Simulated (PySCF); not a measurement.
## Electronic structure of NiCl (charge +1, triplet) in real space

```xyz
2

Ni    0.0000    0.0000   -0.7678
Cl    0.0000    0.0000    1.2722
```

All numbers below come from PySCF, PBE0/def2-TZVPPD, non-relativistic Hamiltonian with scalar-relativistic core potentials where named, at a bond length of 2.040 Å.

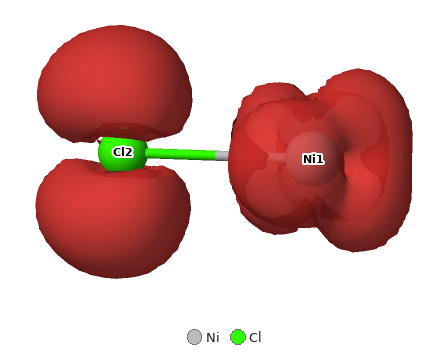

Figure 1. Isosurfaces of the spin density (α minus β) at +0.03 (red) and −0.03 e/Å³ (blue), seen from one side.

Describe the spin distribution.

Answer. The unpaired spin (2 electrons) lies mostly on Ni1 (about 1.6) and Cl2 (about 0.4), in electrons by Hirshfeld's partition. Only one sign reaches the isovalue.

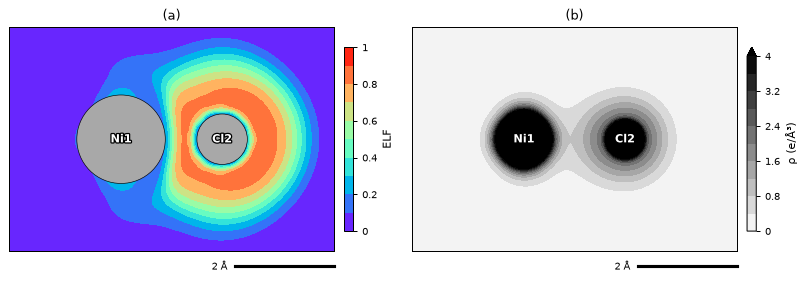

Figure 2. (a) ELF; (b) total electron density on a plane that holds the molecular axis. Grey discs cover the atomic cores in the ELF map.

Interpret the plot.

Answer. Atoms in the plane: Ni and Cl.
Ni–Cl (2.04 Å): the density is about 0.85 e/Å³ at the midpoint; the ELF peaks at about 0.80 in the valence shell of Cl, 0.8 Å from its nucleus, and is about 0.45 at the midpoint.

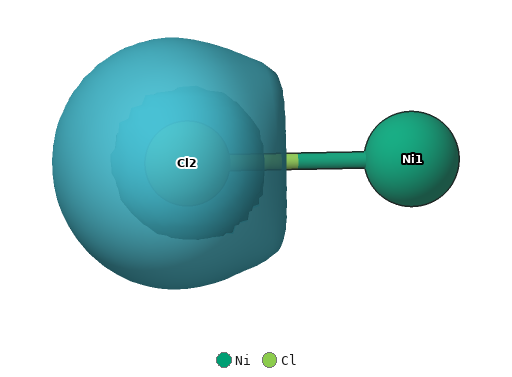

Figure 3. Isosurface of the ELF at 0.75 (cyan), seen from one side. Only the valence region is drawn (cores and ρ < 0.01 e/Å³ removed).

What do the ELF domains correspond to?

Answer. The ELF exceeds this value in one region wrapped around Cl (its valence shell).
